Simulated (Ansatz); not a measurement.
SiNH$_{5}$O and related structures: several calculations on one system

Part 1: Relaxation

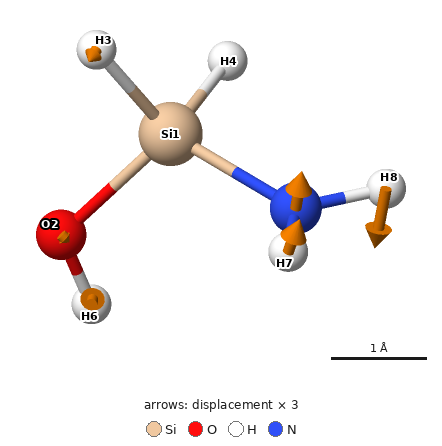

This is a relaxation of SiNH₅O. The starting structure is drawn; orange arrows show the displacements, 3 times their true length. The two geometries are superimposed by the best rigid fit.

The picture is a ball-and-stick view, seen at a tilt.

It is one of the separated reactants of a reaction.

The calculation used RKS PBE0-D4/def2-TZVP (Ansatz).

The input:
```yaml
crystal:
  periodic: [false, false, false]
  atoms:
    - {symbol: Si, position_ang: [-0.958701, 1.176575, 0.367611]}
    - {symbol: O, position_ang: [-1.151759, -0.307830, 1.064797]}
    - {symbol: H, position_ang: [0.241292, 1.694394, 1.067226]}
    - {symbol: H, position_ang: [-2.134754, 2.058011, 0.600968]}
    - {symbol: N, position_ang: [-0.808839, 1.088973, -1.328227]}
    - {symbol: H, position_ang: [-1.836045, -0.861221, 0.683361]}
    - {symbol: H, position_ang: [0.000982, 0.695867, -1.778583]}
    - {symbol: H, position_ang: [-1.357676, 1.668157, -1.938854]}
basis:
  gaussian: {orbitals: def2-TZVP}
hamiltonian: {xc: pbe0, dispersion: d4}
relax: {f_tol: 0.005, max_steps: 200}
```

Launched with:
```bash
ansatz run in.yaml --threads 8 --pin off --events-out ev --progress --plain --max-ram 19148MiB
```

> Which element moves most?

Hydrogen: up to 0.24 Å, against 0.16 Å for nitrogen.

> What happened in the run?

The largest move after the best rigid fit is that of H8, 0.24 Å. Largest moves by element: H 0.24 Å, N 0.16 Å, O 0.04 Å, Si 0.02 Å. Among the angles between lasting bonds that change: H3–Si1–N5 114.6° → 110.3°, O2–Si1–N5 112.6° → 116.4°. The energy falls by 0.32 kJ/mol in 18 accepted moves (21 points after the start). Largest force component: 0.19 eV/Å at the start, 0.0018 eV/Å at the end. The line search rejected the trial steps at points 10, 13, 16 of the run. The forces were under the threshold at step 11, but the run went on from there.

Part 2: Relaxation

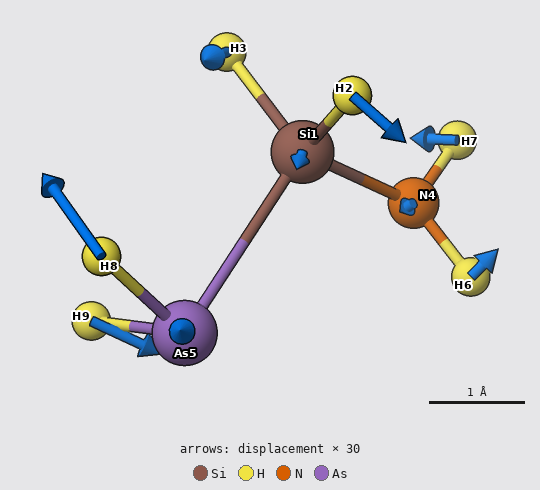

This is a relaxation of SiAsNH6. The starting structure is drawn; blue arrows show the displacements, magnified 30 times. The two geometries are superimposed by the best rigid fit.

A ball-and-stick model, seen at a tilt.

It is one of the separated products of a reaction.

Method: Ansatz 0.2.0, RKS PBE0-D4/def2-TZVP. (force threshold 0.005 eV/Å; at most 200 steps)

### Which element moves most?

Hydrogen: up to 0.045 Å, against 0.017 Å for arsenic.

### What happened in the run?

The atom that moves furthest after the best rigid fit is H8 (0.045 Å). By element the largest moves are H 0.045 Å, As 0.017 Å, Si 0.008 Å, N 0.008 Å. After 6 geometry steps the energy has fallen by 0.001 eV. Largest force component: 0.12 eV/Å at the start, 0.0019 eV/Å at the end.

Part 3: Reaction

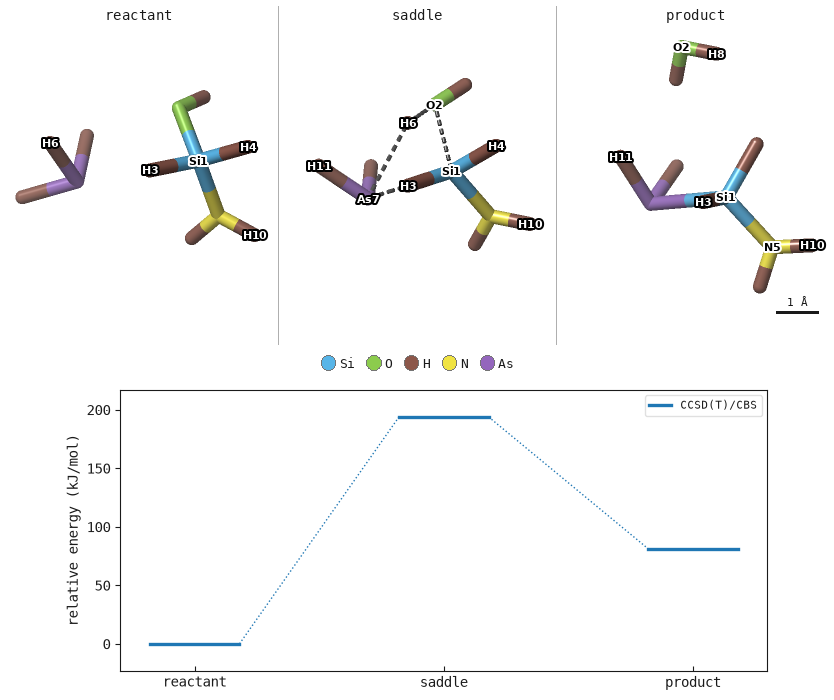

A reaction step of SiAsNH₈O, with its energy diagram. A stick model, seen at a tilt. Dashed sticks mark bonds that form or break.

Stationary points at PBE0-D4/def2-TZVP, single-point energies with CCSD(T)/CBS (def2-TZVPP where no basis is named; Ansatz 0.2.0). The energies are electronic, without zero-point or thermal terms, and both ends are the minima reached downhill from the saddle, with any fragments still in contact. CCSD(T)/CBS stands for a frozen-core estimate: MP2 correlation extrapolated from def2-TZVPP and def2-QZVPP, CCSD(T) minus MP2 from the smaller set.

### What happens, and what does it cost?

Counted by bonded pieces, the reactant holds AsH₃ + SiH₅NO and the product holds H₂O + SiAsH₆N. From the reactant over the saddle to the product, bonds form: As–Si (3.79 → 2.84 → 2.36 Å), H–O (3.26 → 1.06 → 0.96 Å). Bonds break: O–Si (1.65 → 1.84 → 3.87 Å), As–H (1.52 → 2.12 → 3.11 Å). The saddle has one imaginary mode, 390i cm⁻¹. With CCSD(T)/CBS the barrier is 193.9 kJ/mol from the reactant and 112.6 kJ/mol from the product, and the product lies 81.2 kJ/mol above the reactant.
